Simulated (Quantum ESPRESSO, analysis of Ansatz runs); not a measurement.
# Migration in In2O3 (R-3c): V_O hop (3.0 Å), charge 0 (Quantum ESPRESSO)

Wanted: path and barrier of a jump of O in In2O3 (R-3c) at charge 0. The case: V_O hop (3.0 Å), in a cell of 80 host atoms with 1 O taken out.

Main program and level: Quantum ESPRESSO 7.5; Quantum ESPRESSO plane-wave DFT, PBEsol, GBRV 1.5 PBEsol potentials; nudged elastic band between two relaxed defect structures.

## (1) The starting structure

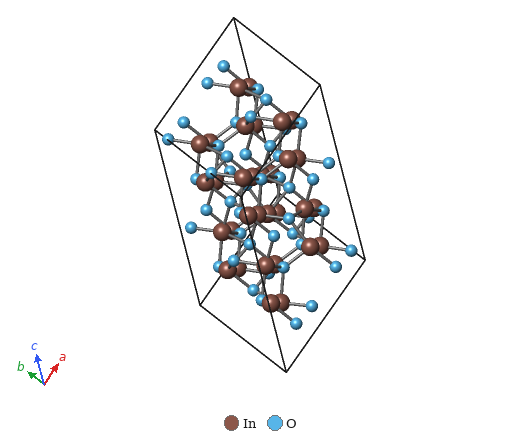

The cell as given, slightly off an axis (indium brown, oxygen blue).

The cell holds 79 atoms: 32 In and 47 O. Its edges and angles: a = 11.552 Å, b = 11.552 Å, c = 11.552 Å, α = 56.8°, β = 56.8°, γ = 56.8°. It derives from In2O3 (space group R-3c). Nearest the centre at fractional (0.500, 0.500, 0.750): O38 at 1.45 Å, In12 at 1.60 Å, In73 at 1.63 Å, O58 at 2.57 Å, O37 at 2.57 Å, O59 at 2.89 Å, O36 at 2.90 Å, In72 at 3.19 Å.

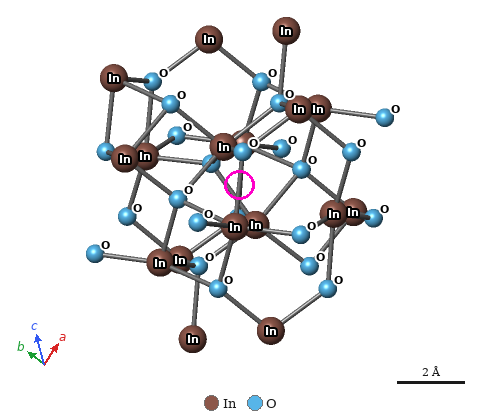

The atoms within 5 Å of the centre. A ring marks the centre wherever it is empty.

The cell's shortest repeat is 11.0 Å.

## (2) Relaxation of the start point, charge 0

The ends come first: from an unrelaxed start the top is counted from too high an energy, and the barrier comes out too low. Small random displacements break the symmetry of the ideal sites, so that the defect can distort if it gains by it.

pw.in

```
&CONTROL
  calculation = 'relax'
  prefix = 'pwscf'
  outdir = './tmp'
  pseudo_dir = './pseudo'
  tprnfor = .true.
  disk_io = 'low'
  nstep = 70
  forc_conv_thr = 0.00078
  etot_conv_thr = 0.0001
/
&SYSTEM
  ibrav = 0
  nat = 79
  ntyp = 2
  ecutwfc = 36
  ecutrho = 288
  nbnd = 353
  occupations = 'fixed'
  nosym = .true.
/
&ELECTRONS
  conv_thr = 8d-08
  electron_maxstep = 100
  mixing_beta = 0.5
/
&IONS
  ion_dynamics = 'bfgs'
/
ATOMIC_SPECIES
In   114.8180 in_pbesol_v1.4.uspp.F.UPF
O     15.9990 o_pbesol_v1.2.uspp.F.UPF
CELL_PARAMETERS angstrom
   5.4978745703    3.1741994431    9.6511633505
  -5.4978745703    3.1741994431    9.6511633505
   0.0000000000   -6.3483986861    9.6511633503
ATOMIC_POSITIONS crystal
In     0.3216695629    0.3216530078    0.3181794761
In     0.4258352123    0.4292859921    0.4290862919
In     0.1800340376    0.1798043797    0.1754872345
In     0.0705654166    0.0744689180    0.0698483624
O      0.0216919770    0.3730962419    0.2301147274
O      0.3745607087    0.2241792736    0.0253603287
O      0.2239185437    0.0234054801    0.3757316433
O      0.4752290977    0.1241846887    0.2762263175
O      0.2720031440    0.4757013317    0.1242015918
O      0.1224146026    0.2757155750    0.4775071823
In     0.3180377530    0.3224835514    0.8214627896
In     0.4279187314    0.4307489530    0.9261189692
In     0.1794587797    0.1796261802    0.6756001067
In     0.0708198142    0.0744147002    0.5695384938
O      0.0219908525    0.3776597141    0.7276561297
O      0.3734531986    0.2302307771    0.5215251796
O      0.2279985218    0.0255283473    0.8725333900
O      0.4750996396    0.1279913678    0.7732539582
O      0.2736727668    0.4791567558    0.6218799301
O      0.1269645988    0.2728340685    0.9739828662
In     0.3211174439    0.8189925292    0.3242520841
In     0.4255378859    0.9303886488    0.4300131241
In     0.1802649573    0.6777723237    0.1762680043
In     0.0697669360    0.5717022893    0.0693701595
O      0.0228965418    0.8767964221    0.2282161077
O      0.3761606336    0.7237399245    0.0237475328
O      0.2278132475    0.5246289026    0.3717274211
O      0.4761897911    0.6276183807    0.2704109604
O      0.2709445137    0.9759324091    0.1280914245
O      0.1259255122    0.7756260720    0.4748899887
In     0.3220473919    0.8222229986    0.8179250842
In     0.4316802013    0.9269080968    0.9293153586
In     0.1766043969    0.6798756620    0.6774792042
In     0.0681003010    0.5730448244    0.5712131448
O      0.0242827682    0.8759279286    0.7237118478
O      0.3739432353    0.7301068216    0.5228158518
O      0.2269148776    0.5241567870    0.8768282214
O      0.4767666168    0.6223022443    0.7757189153
O      0.2717895015    0.9756487576    0.6283050620
O      0.1245347261    0.7760880790    0.9748342786
In     0.8198716593    0.3190719857    0.3240550215
In     0.9258488446    0.4305387091    0.4304939982
In     0.6766174185    0.1806498686    0.1772446669
In     0.5723200904    0.0693199425    0.0737229664
O      0.5225941995    0.3742524127    0.2301097157
O      0.8774139159    0.2240767707    0.0229296901
O      0.7264538535    0.0230077609    0.3778494499
O      0.9745419168    0.1256010381    0.2722954280
O      0.7717080588    0.4775438545    0.1278061650
O      0.6261397423    0.2749810313    0.4739215670
In     0.8180547279    0.3220426602    0.8216734795
In     0.9269668451    0.4268764524    0.9306126162
In     0.6773556741    0.1806270969    0.6806495500
In     0.5687736563    0.0716033097    0.5740367898
O      0.8756553152    0.2238986490    0.5251274008
O      0.7251592283    0.0228384885    0.8781387378
O      0.9760514657    0.1242024365    0.7716530741
O      0.7733196910    0.4739084573    0.6271547166
O      0.6233222043    0.2741576655    0.9794791296
In     0.8195644788    0.8242866324    0.3195733229
In     0.9273332340    0.9299447408    0.4312431648
In     0.6757285945    0.6805953514    0.1802764591
In     0.5745145273    0.5699678202    0.0699636248
O      0.5214380924    0.8751947973    0.2300356767
O      0.8776650731    0.7249616747    0.0238813690
O      0.7300159504    0.5230717407    0.3738653684
O      0.9769445804    0.6261607036    0.2699708337
O      0.7760316363    0.9765133645    0.1245079390
O      0.6273652615    0.7714843085    0.4748093561
In     0.8191513284    0.8234715454    0.8195015390
In     0.9285743203    0.9286109917    0.9264429155
In     0.6763051285    0.6817198592    0.6784362186
In     0.5695249466    0.5710222874    0.5700703267
O      0.5199929510    0.8765833416    0.7267514930
O      0.8728199512    0.7300502193    0.5220189078
O      0.7261175707    0.5203146675    0.8769388826
O      0.9741145359    0.6261345098    0.7752009012
O      0.7716590084    0.9803152690    0.6241677010
O      0.6266268019    0.7703800249    0.9790492903
K_POINTS gamma
```

Command:

```
$ OMP_NUM_THREADS=1 mpirun -n 4 pw.x -in pw.in > pw.out
```

The log of the run:

```text
[shortened: banners, details of potentials and solvers, and blank lines are left out]
     gamma-point specific algorithms are used
     one sub-group per band group will be used
     scalapack distributed-memory algorithm (size of sub-group:  2*  2 procs)
     bravais-lattice index     =            0
     lattice parameter (alat)  =      21.8300  a.u.
     unit-cell volume          =    6819.5630 (a.u.)^3
     number of atoms/cell      =           79
     number of atomic types    =            2
     number of electrons       =       698.00
     number of Kohn-Sham states=          353
     kinetic-energy cutoff     =      36.0000  Ry
     charge density cutoff     =     288.0000  Ry
     scf convergence threshold =      8.0E-08
     mixing beta               =       0.5000
     number of iterations used =            8  plain     mixing
     energy convergence thresh.=      1.0E-04
     force convergence thresh. =      7.8E-04
     Exchange-correlation= SLA  PW   PSX  PSC
                           (   1   4  10   8   0   0   0)
     nstep                     =           70
     crystal axes: (cart. coord. in units of alat)
               a(1) = (   0.475927   0.274777   0.835459 )
               a(2) = (  -0.475927   0.274777   0.835459 )
               a(3) = (   0.000000  -0.549553   0.835459 )
     PseudoPot. # 1 for In read from file:
     in_pbesol_v1.4.uspp.F.UPF
     Pseudo is Ultrasoft + core correction, Zval = 13.0
[...]
PseudoPot. # 2 for O  read from file:
     o_pbesol_v1.2.uspp.F.UPF
     Pseudo is Ultrasoft + core correction, Zval =  6.0
[...]
atomic species   valence    mass     pseudopotential
     In               13.00   114.81800     In( 1.00)
     O                 6.00    15.99900     O ( 1.00)
     No symmetry found
     site n.     atom                  positions (alat units)
         1        In     tau(   1) = (   0.0000079   0.0019134   0.8032954  )
         2        In     tau(   2) = (  -0.0016423  -0.0008384   1.0729025  )
         3        In     tau(   3) = (   0.0001093   0.0024356   0.4472426  )
         4        In     tau(   4) = (  -0.0018578   0.0014667   0.1795257  )
         5        O      tau(   5) = (  -0.1672427  -0.0179817   0.5220807  )
         6        O      tau(   6) = (   0.0715706   0.1505828   0.5214101  )
         7        O      tau(   7) = (   0.0954296  -0.1385256   0.5205374  )
         8        O      tau(   8) = (   0.1670715   0.0129038   0.7315613  )
[...]
number of k points=     1
                       cart. coord. in units 2pi/alat
        k(    1) = (   0.0000000   0.0000000   0.0000000), wk =   2.0000000
     Dense  grid:   281435 G-vectors     FFT dimensions: ( 120, 120, 120)
     Smooth grid:    99485 G-vectors     FFT dimensions: (  90,  90,  90)
     starting charge     649.9999, renormalised to     698.0000
     Self-consistent Calculation
     iteration #  1     ecut=    36.00 Ry     beta= 0.50
     total energy              =   -5766.98859690 Ry
     estimated scf accuracy    <      40.24468038 Ry
     iteration #  2     ecut=    36.00 Ry     beta= 0.50
     total energy              =   -5778.13668735 Ry
     estimated scf accuracy    <       4.92615902 Ry
     iteration #  3     ecut=    36.00 Ry     beta= 0.50
     total energy              =   -5778.98974492 Ry
     estimated scf accuracy    <       0.23750397 Ry
[...]
estimated scf accuracy    <       0.00001606 Ry
     iteration # 10     ecut=    36.00 Ry     beta= 0.50
     total energy              =   -5779.00804839 Ry
     estimated scf accuracy    <       0.00000126 Ry
[... 125 further cycles ...]
     iteration #  7     ecut=    36.00 Ry     beta= 0.50
     total energy              =   -5779.08117829 Ry
     estimated scf accuracy    <          2.0E-09 Ry
     iteration #  8     ecut=    36.00 Ry     beta= 0.50
     End of self-consistent calculation
          k = 0.0000 0.0000 0.0000 ( 12405 PWs)   bands (ev):
    -8.8018  -8.4111  -8.3623  -8.3252  -8.3232  -8.3013  -8.2398  -8.2207
    -8.2127  -8.2043  -8.2032  -8.1697  -8.0845  -8.0605  -8.0603  -8.0088
    -7.9321  -7.9254  -7.8928  -7.8856  -7.8698  -7.8565  -7.8282  -7.8081
    -7.8002  -7.7967  -7.7941  -7.7879  -7.7783  -7.7686  -7.7570  -7.7517
    -7.7382  -7.7352  -7.7186  -7.7149  -7.7062  -7.7015  -7.6986  -7.6948
    -7.6910  -7.6450  -7.6383  -7.6059  -7.5661  -7.5363  -7.5330  -3.6328
    -3.6257  -3.6026  -3.5819  -3.5797  -3.5689  -3.5594  -3.5553  -3.5533
    -3.5156  -3.5113  -3.4856  -3.4842  -3.4814  -3.4629  -3.4582  -3.4539
[...]
13.0879
     highest occupied, lowest unoccupied level (ev):     9.6323   11.6851
!    total energy              =   -5779.08117829 Ry
     estimated scf accuracy    <          3.3E-10 Ry
     The total energy is the sum of the following terms:
     one-electron contribution =   -1434.32050045 Ry
     hartree contribution      =    1320.40853925 Ry
     xc contribution           =   -1540.94335463 Ry
     ewald contribution        =   -4124.22586246 Ry
     convergence has been achieved in   8 iterations
     Forces acting on atoms (cartesian axes, Ry/au):
     atom    1 type  1   force =    -0.00015920    0.00029339   -0.00005991
     atom    2 type  1   force =     0.00031031    0.00080210   -0.00056908
     atom    3 type  1   force =     0.00020058   -0.00021031    0.00033967
     atom    4 type  1   force =     0.00050673    0.00020715   -0.00010122
     atom    5 type  2   force =     0.00013844    0.00009223    0.00017849
     atom    6 type  2   force =     0.00029816   -0.00001431    0.00019233
     atom    7 type  2   force =    -0.00046714    0.00000521    0.00009786
     atom    8 type  2   force =     0.00001603    0.00039879    0.00024267
[...]
Total force =     0.004876     Total SCF correction =     0.000067
     Energy error            =      5.5E-05 Ry
     Gradient error          =      9.3E-04 Ry/Bohr
     number of scf cycles    =  16
     number of bfgs steps    =  15
     energy             old  =   -5779.0811231239 Ry
     energy             new  =   -5779.0811782942 Ry
     CASE: energy            _new < energy            _old
     new trust radius        =       0.0052834850 bohr
     new conv_thr            =       0.0000000008 Ry
ATOMIC_POSITIONS (crystal)
In               0.3194626902        0.3212974225        0.3259879371
In               0.4289216741        0.4302206808        0.4284698541
In               0.1788283191        0.1790696749        0.1797590698
In               0.0689182512        0.0715404344        0.0723670658
O                0.0226822368        0.3755544263        0.2265019687
O                0.3783549221        0.2322254374        0.0124823589
O                0.2267250922        0.0235465231        0.3749407435
O                0.4748652256        0.1297654566        0.2688574988
[...]
Self-consistent Calculation
     iteration #  1     ecut=    36.00 Ry     beta= 0.50
     total energy              =   -5779.08120662 Ry
     estimated scf accuracy    <       0.00002227 Ry
     iteration #  2     ecut=    36.00 Ry     beta= 0.50
     total energy              =   -5779.08120991 Ry
     estimated scf accuracy    <       0.00000744 Ry
     iteration #  3     ecut=    36.00 Ry     beta= 0.50
     total energy              =   -5779.08121158 Ry
     estimated scf accuracy    <       0.00000115 Ry
[...]
estimated scf accuracy    <       0.00000004 Ry
     iteration #  6     ecut=    36.00 Ry     beta= 0.50
     total energy              =   -5779.08121176 Ry
     estimated scf accuracy    <          3.9E-09 Ry
     iteration #  7     ecut=    36.00 Ry     beta= 0.50
     total energy              =   -5779.08121176 Ry
     estimated scf accuracy    <          1.3E-09 Ry
     iteration #  8     ecut=    36.00 Ry     beta= 0.50
     End of self-consistent calculation
          k = 0.0000 0.0000 0.0000 ( 12405 PWs)   bands (ev):
    -8.8017  -8.4096  -8.3618  -8.3255  -8.3236  -8.3005  -8.2411  -8.2194
    -8.2131  -8.2035  -8.2031  -8.1699  -8.0848  -8.0602  -8.0596  -8.0061
    -7.9320  -7.9246  -7.8935  -7.8848  -7.8697  -7.8568  -7.8290  -7.8074
    -7.8005  -7.7966  -7.7938  -7.7873  -7.7775  -7.7685  -7.7595  -7.7515
    -7.7389  -7.7350  -7.7188  -7.7173  -7.7068  -7.7016  -7.6993  -7.6955
    -7.6923  -7.6459  -7.6397  -7.6065  -7.5667  -7.5367  -7.5335  -3.6312
    -3.6241  -3.6014  -3.5807  -3.5784  -3.5678  -3.5581  -3.5539  -3.5518
    -3.5147  -3.5101  -3.4844  -3.4836  -3.4802  -3.4618  -3.4571  -3.4530
[...]
13.0902
     highest occupied, lowest unoccupied level (ev):     9.6330   11.6873
!    total energy              =   -5779.08121176 Ry
     estimated scf accuracy    <          2.1E-10 Ry
     The total energy is the sum of the following terms:
     one-electron contribution =   -1434.34259304 Ry
     hartree contribution      =    1320.41940609 Ry
     xc contribution           =   -1540.94384561 Ry
     ewald contribution        =   -4124.21417919 Ry
     convergence has been achieved in   8 iterations
     Forces acting on atoms (cartesian axes, Ry/au):
     atom    1 type  1   force =    -0.00008331    0.00008805   -0.00026600
     atom    2 type  1   force =     0.00030144    0.00044627   -0.00032343
     atom    3 type  1   force =     0.00012991   -0.00036165    0.00049392
     atom    4 type  1   force =     0.00044701    0.00047958    0.00010983
     atom    5 type  2   force =     0.00034046    0.00020908    0.00017153
     atom    6 type  2   force =     0.00008569   -0.00004088    0.00008320
     atom    7 type  2   force =    -0.00069547    0.00006216   -0.00001115
     atom    8 type  2   force =     0.00009856    0.00028916    0.00020768
[...]
Total force =     0.003797     Total SCF correction =     0.000047
     Energy error            =      3.3E-05 Ry
     Gradient error          =      7.0E-04 Ry/Bohr
     bfgs converged in  17 scf cycles and  16 bfgs steps
     (criteria: energy <  1.0E-04 Ry, force <  7.8E-04 Ry/Bohr)
     End of BFGS Geometry Optimization
     Final energy             =   -5779.0812117607 Ry
Begin final coordinates
ATOMIC_POSITIONS (crystal)
In               0.3194626902        0.3212974225        0.3259879371
In               0.4289216741        0.4302206808        0.4284698541
In               0.1788283191        0.1790696749        0.1797590698
In               0.0689182512        0.0715404344        0.0723670658
O                0.0226822368        0.3755544263        0.2265019687
O                0.3783549221        0.2322254374        0.0124823589
O                0.2267250922        0.0235465231        0.3749407435
O                0.4748652256        0.1297654566        0.2688574988
[...]
End final coordinates
   JOB DONE.
```

The job ended after 16 min (4 MPI ranks of Arm Neoverse V2, shared host; peak memory 1.9 GiB; 62 min of CPU time).

Relaxation path:

```csv
step,energy less that of the first step (eV)
0,0.0000
1,-0.4650
2,-0.6991
3,-0.8138
4,-0.8722
5,-0.9244
6,-0.9453
7,-0.9593
8,-0.9691
9,-0.9774
10,-0.9837
11,-0.9883
12,-0.9913
13,-0.9931
14,-0.9942
15,-0.9950
16,-0.9954
```

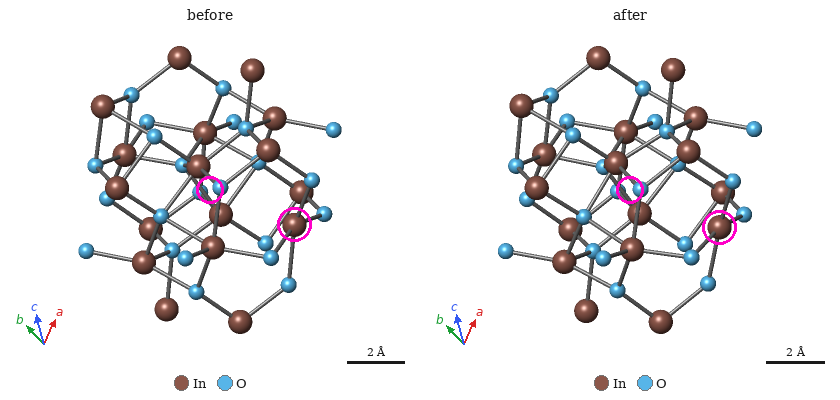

Before and after: the atoms that start within 5 Å of the centre. In53, which moves most, is ringed if it is among them. A ring with no atom in it marks the empty centre.

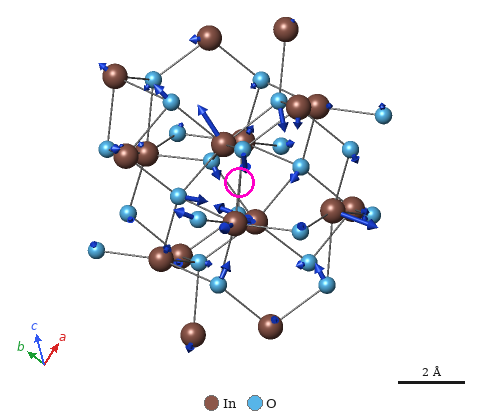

Displacements in the relaxation near the centre, exaggerated; the longest in the cell stands for 0.18 Å. A ring marks the centre wherever it is empty.

The atoms that moved most (Å):

```csv
atom,dx,dy,dz,length
In53,0.144,0.020,-0.108,0.182
In73,-0.055,0.118,0.113,0.173
In12,-0.046,-0.111,0.106,0.160
O6,-0.023,0.119,-0.010,0.122
In11,-0.031,-0.086,-0.079,0.121
O59,-0.009,0.065,-0.085,0.107
O20,-0.062,-0.083,0.001,0.104
O37,0.086,0.051,-0.013,0.101
```

Neighbours of O38 at the end:

```
atom  distance (Å)
In12         2.110
In31         2.171
In73         2.207
In72         2.313
 O58         2.771
 O69         2.837
 O74         2.991
 O37         2.999
```

Read from the output:

* highest filled level: 9.633 eV
* lowest empty level: 11.69 eV
* r.m.s. move of the farther half of the atoms: 0.02583 Å
* largest move from the ideal geometry of this structure, a common shift of the far atoms taken out: 0.1601 Å

The relaxation gained 0.995 eV and ended with a largest force component of 0.018 eV/Å.

(Part 1 of 3 ends here.)

[Logs are printed without paths, hosts, clocks, repeated set-up lines and the standing remarks that a program may print on its own settings, such as how far it seeks lower states.]

[Hosts, paths, dates, database ids (printed as entryN), source tags and the programs' standing remarks are cut or masked in the printed files.]
